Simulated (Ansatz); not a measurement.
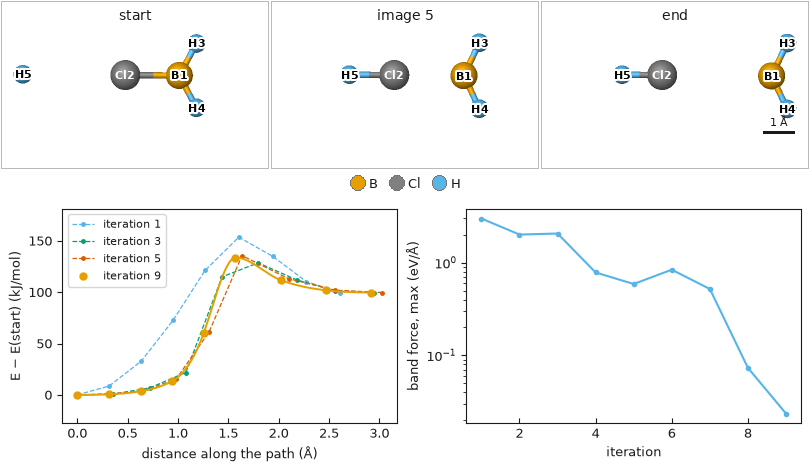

A nudged-elastic-band calculation for BH3Cl (multiplicity 2), made up at the start of BH2Cl and H. Images are numbered from 0 (start) to 8 (end). The plot follows the band through its iterations. Style: ball-and-stick. Shown face on.

Method: Ansatz, UKS B3LYP-D4/def2-mTZVP.

Input file:
```yaml
crystal:
  periodic: [false, false, false]
  atoms:
    - { symbol: B, position_ang: [0.0, -0.000138, -0.203492] }
    - { symbol: Cl, position_ang: [0.0, -0.004653, 1.548285] }
    - { symbol: H, position_ang: [1.043988, 0.001409, -0.759488] }
    - { symbol: H, position_ang: [-1.043988, 0.001409, -0.759488] }
    - { symbol: H, position_ang: [0.0, 0.001972, 4.874183] }
magnetization:
  spin_polarized: true
  initial_magnetization: 1
basis:
  gaussian: { orbitals: def2-mTZVP }
hamiltonian:
  xc: b3lyp
  dispersion: d4
neb:
  order_check: false
  images: 7
  f_tol: 0.05
  max_iterations: 60
  final_atoms:
    - { symbol: B, position_ang: [0.0, 0.00053944, -0.5384179] }
    - { symbol: Cl, position_ang: [0.0, -0.00075707, 3.01355086] }
    - { symbol: H, position_ang: [1.070887, 0.00072408, -1.04425887] }
    - { symbol: H, position_ang: [-1.070887, 0.00072408, -1.04425887] }
    - { symbol: H, position_ang: [0.0, -0.00123153, 4.31338478] }
  initial_path:
    images:
      - { positions_ang: [[0.0, -0.000138, -0.203492], [0.0, -0.004653, 1.548285], [1.043988, 0.001409, -0.759488], [-1.043988, 0.001409, -0.759488], [0.0, 0.001972, 4.874183]] }
      - { positions_ang: [[0.0, -5.133e-05, -0.15261899], [0.0, -0.0035548, 1.68871374], [1.040616, 0.00114198, -0.71836599], [-1.040616, 0.00114198, -0.71836599], [0.0, 0.00132117, 4.60063723]] }
      - { positions_ang: [[0.0, 3.535e-05, -0.10174599], [0.0, -0.0024566, 1.82914249], [1.037244, 0.00087496, -0.67724398], [-1.037244, 0.00087496, -0.67724398], [0.0, 0.00067034, 4.32709146]] }
      - { positions_ang: [[0.0, 0.00012202, -0.05087298], [0.0, -0.0013584, 1.96957123], [1.033872, 0.00060794, -0.63612197], [-1.033872, 0.00060794, -0.63612197], [0.0, 1.951e-05, 4.0535457]] }
      - { positions_ang: [[0.0, 0.00020869, 2.0e-08], [0.0, -0.00026021, 2.10999997], [1.0305, 0.00034092, -0.59499996], [-1.0305, 0.00034092, -0.59499996], [0.0, -0.00063132, 3.77999993]] }
      - { positions_ang: [[0.0, 0.00029138, -0.13460446], [0.0, -0.00038442, 2.33588769], [1.04059675, 0.00043671, -0.70731469], [-1.04059675, 0.00043671, -0.70731469], [0.0, -0.00078138, 3.91334614]] }
      - { positions_ang: [[0.0, 0.00037407, -0.26920894], [0.0, -0.00050864, 2.56177542], [1.0506935, 0.0005325, -0.81962941], [-1.0506935, 0.0005325, -0.81962941], [0.0, -0.00093143, 4.04669235]] }
      - { positions_ang: [[0.0, 0.00045675, -0.40381342], [0.0, -0.00063285, 2.78766314], [1.06079025, 0.00062829, -0.93194414], [-1.06079025, 0.00062829, -0.93194414], [0.0, -0.00108148, 4.18003856]] }
      - { positions_ang: [[0.0, 0.00053944, -0.5384179], [0.0, -0.00075707, 3.01355086], [1.070887, 0.00072408, -1.04425887], [-1.070887, 0.00072408, -1.04425887], [0.0, -0.00123153, 4.31338478]] }
```

Command:
```bash
ansatz run input.yaml --threads 1 --pin off --max-ram 2048MiB --backend cpu --events-out ev --progress --plain --runs-dir out
```

### Did the band converge, and can the barrier be trusted?

The run is converged, with reservations. The band converged in 9 iterations. The largest component of the band force went from 3 to 0.024 eV/Å. The climbing image converged on the top of the path. Its vibrational analysis gives 2 imaginary modes over 30i cm⁻¹, so it isn't confirmed as a transition state. The first iteration put the highest image at 153.6 kJ/mol. The highest point, image 5, lies 133.7 kJ/mol above the start and 34.0 kJ/mol above the end; the end is at +99.7 kJ/mol relative to the start.

Limits of the set-up: the start holds two separate molecules, 3.3 Å apart at their closest, whose relative position is a soft coordinate.

The run took 110 s on 1 thread of Arm Neoverse V2, on a shared host, peak memory 0.11 GiB.
